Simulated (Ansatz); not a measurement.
Single-point calculation, with input and output: C₂H₇FOSi

- system: C₂H₇FOSi, SMILES CO[SiH2]CF
- method: RKS wB97M-V/def2-TZVPP (Ansatz 0.2.0)

The geometry comes from this level: PBE0-D4/def2-TZVP. Figures and captions count atoms from 1; the log counts them from 0 in places.

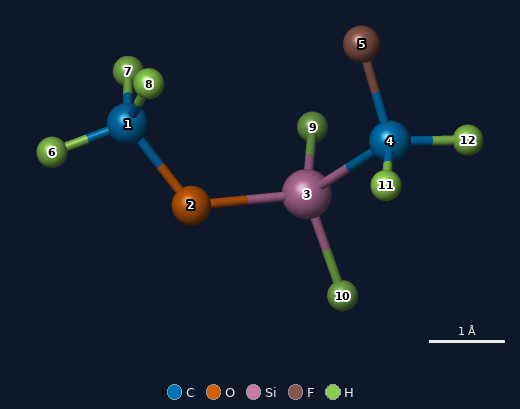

The structure (ball-and-stick view, seen at a tilt; atoms are numbered from 1 in the order of the input). Bond lengths as drawn: C–F 1.40 Å, C–H 1.09 to 1.10 Å, C–O 1.41 Å, C–Si 1.89 Å, H–Si 1.48 to 1.49 Å and O–Si 1.64 Å.

**Summary**

| quantity | value |
| --- | --- |
| outcome | converged |
| total energy | −14830.2515 eV |
| SCF solution under orbital rotations | stable |
| HOMO | −10.31 eV |
| LUMO | 2.16 eV |
| largest force (length of the vector) | 0.370 eV/Å |
| dipole moment | 0.39 D |
| hardware | 4 threads of Arm Neoverse V2, 23 GiB of memory available, shared host |
| wall time | 9 s (CPU time 34 s) |
| peak memory | 0.94 GiB |

**Input**
```yaml
crystal:
  periodic: [false, false, false]
  atoms:
    - {symbol: C, position_ang: [-1.096460, -0.001346, 1.565954]}
    - {symbol: O, position_ang: [-0.240060, 0.908826, 0.909110]}
    - {symbol: Si, position_ang: [0.980615, 0.452861, -0.082199]}
    - {symbol: C, position_ang: [0.345150, -0.271941, -1.707788]}
    - {symbol: F, position_ang: [-0.352429, -1.457349, -1.468663]}
    - {symbol: H, position_ang: [-1.672416, 0.550889, 2.309998]}
    - {symbol: H, position_ang: [-0.529471, -0.787928, 2.076805]}
    - {symbol: H, position_ang: [-1.788010, -0.473578, 0.861922]}
    - {symbol: H, position_ang: [1.830243, -0.576554, 0.578767]}
    - {symbol: H, position_ang: [1.759246, 1.675679, -0.397811]}
    - {symbol: H, position_ang: [-0.332188, 0.420152, -2.220071]}
    - {symbol: H, position_ang: [1.172681, -0.495009, -2.391925]}
basis:
  gaussian: {orbitals: def2-TZVPP}
hamiltonian: {xc: {name: wB97M-V}}
output: {forces: true, orbitals: {seedname: orbitals}}
```

Launched with:
```bash
ansatz run in.yaml --threads 4 --pin off --events-out ev --progress --plain --max-ram 10444MiB
```

**Output**
```
Functional definition: wB97M-V
  name "wB97M-V"
  cite "Mardirossian & Head-Gordon, J. Chem. Phys. 144, 214110 (2016) doi:10.1063/1.4952647"
  cite "Becke, J. Chem. Phys. 107, 8554 (1997) doi:10.1063/1.475007"
  cite "Vydrov & Van Voorhis, J. Chem. Phys. 133, 244103 (2010) doi:10.1063/1.3521275"
  # Of w^i u^j: cxij and so on, Table III.
  parameter omega = 0.3/bohr
  parameter cx = 0.15
  parameter cx01 = 1.007
  parameter cx10 = 0.259
  parameter css00 = 0.443
  parameter css04 = -1.437
  parameter css10 = -4.535
  parameter css20 = -3.390
  parameter css43 = 4.278
  parameter cos00 = 1.000
  parameter cos10 = 1.358
  parameter cos20 = 2.924
  parameter cos21 = -8.812
  parameter cos60 = -1.390
  parameter cos61 = 9.142
  parameter b = 6.0
  parameter c = 0.01
  gx(w, u) = 1 - cx + cx01*u + cx10*w
  gss(w, u) = css00 + css04*u^4 + css10*w + css20*w^2 + css43*w^4*u^3
  gos(w, u) = cos00 + cos10*w + (cos20 + cos21*u)*w^2 + (cos60 + cos61*u)*w^6
  exchange = spin_sum(e_x_unif_sr(omega)*gx(b97_w, b97_u_x)) + cx*exact_x_sr(omega) + exact_x_lr(omega)
  correlation = spin_sum(e_c_pw_mod_same_spin*gss(b97_w, b97_u_same))
      + integral(e_c_pw_mod_opposite_spin*gos(b97_w_opposite, b97_u_opposite)) + vv10(b, c)
1371 factors; their error is unknown
331 factors; integrals over basis functions are off by at most 1.1e-5 eV
mean field evaluation 1: about -14826.1079 eV, gradient 4.8e1 eV
mean field evaluation 2: about -14826.3483 eV, gradient 5.0e1 eV
mean field evaluation 4: about -14830.2367 eV, gradient 2.0e0 eV
mean field evaluation 8: about -14830.2553 eV, gradient 8.5e-2 eV
mean field evaluation 16: about -14830.2514 eV, gradient 2.6e-4 eV
mean field -14830.25140821 eV, -545.0016869463 hartree, gradient 3.4e-5 eV, S^2 0.000000; 0 other end points of the search recorded, 0 dependent functions left out
the calculation of the forces begins
reference -14830.25145976 eV, -545.0016888408 hartree; 25, 25 occupied and 239, 239 virtual orbitals, 1371 factors
Total energy: -14830.25145976 eV, -545.0016888408 hartree
Atom 0 at    -1.096460    -0.001346     1.565954 Å, force    -0.220675    -0.208928     0.163845 eV/Å
Atom 1 at    -0.240060     0.908826     0.909110 Å, force     0.103128     0.157158    -0.087137 eV/Å
Atom 2 at     0.980615     0.452861    -0.082199 Å, force     0.218632    -0.003291    -0.051452 eV/Å
Atom 3 at     0.345150    -0.271941    -1.707788 Å, force     0.171195     0.313502    -0.097054 eV/Å
Atom 4 at    -0.352429    -1.457349    -1.468663 Å, force    -0.134916    -0.229602     0.076676 eV/Å
Atom 5 at    -1.672416     0.550889     2.309998 Å, force     0.047882    -0.057416    -0.064568 eV/Å
Atom 6 at    -0.529471    -0.787928     2.076805 Å, force    -0.039430     0.067580    -0.044762 eV/Å
Atom 7 at    -1.788010    -0.473578     0.861922 Å, force     0.061417     0.041445     0.054886 eV/Å
Atom 8 at     1.830243    -0.576554     0.578767 Å, force    -0.102495     0.106460    -0.069703 eV/Å
Atom 9 at     1.759246     1.675679    -0.397811 Å, force    -0.090373    -0.148597     0.029281 eV/Å
Atom 10 at    -0.332188     0.420152    -2.220071 Å, force     0.062108    -0.060584     0.035878 eV/Å
Atom 11 at     1.172681    -0.495009    -2.391925 Å, force    -0.076472     0.022272     0.054109 eV/Å
Dipole moment:     0.042827     0.066807    -0.020707 e Å
```

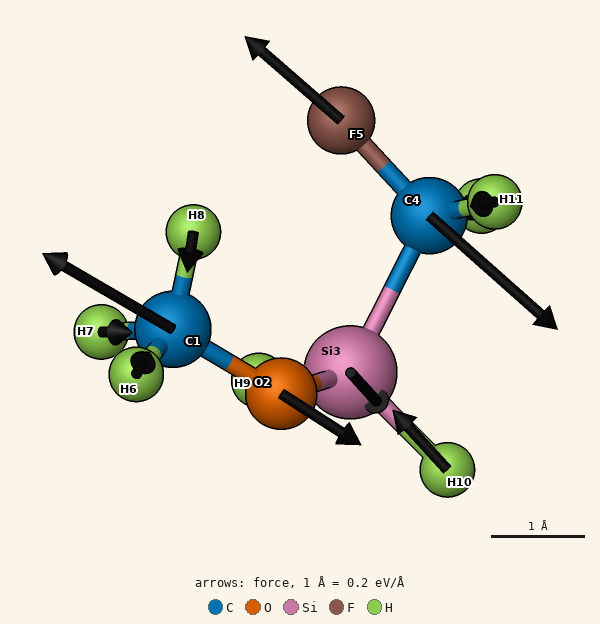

Forces on the atoms as black arrows (ball-and-stick view, seen at a tilt; atoms are numbered from 1 in the order of the input). The largest act on C4 (0.37 eV/Å); C1 (0.35 eV/Å); F5 (0.28 eV/Å); Si3 (0.22 eV/Å), among others. The geometry is not a stationary point of this energy.

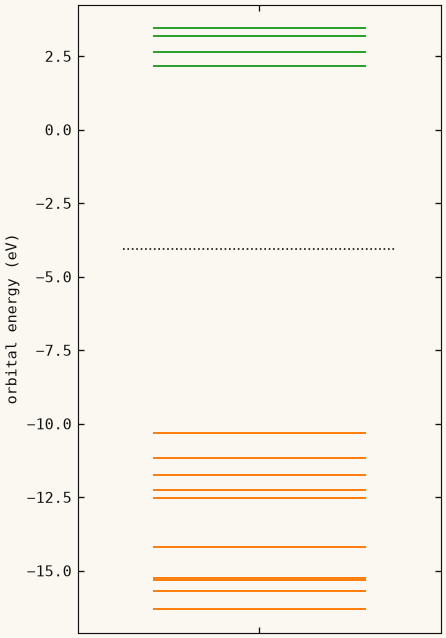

Orbital energies near the frontier; the dotted line parts filled from empty levels, and levels within 0.02 eV of each other stand side by side. Highest filled −10.31 eV, lowest empty 2.16 eV, 12.47 eV apart.

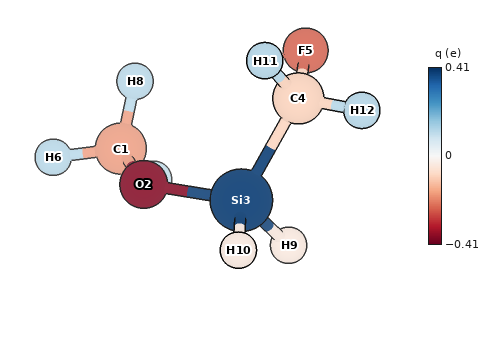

Mulliken charges, as the colour of each atom (ball-and-stick view, seen at a tilt; atoms are numbered from 1 in the order of the input). By element: C −0.18 to −0.09, O −0.38, Si +0.39, F −0.25 and H −0.04 to +0.13 e.
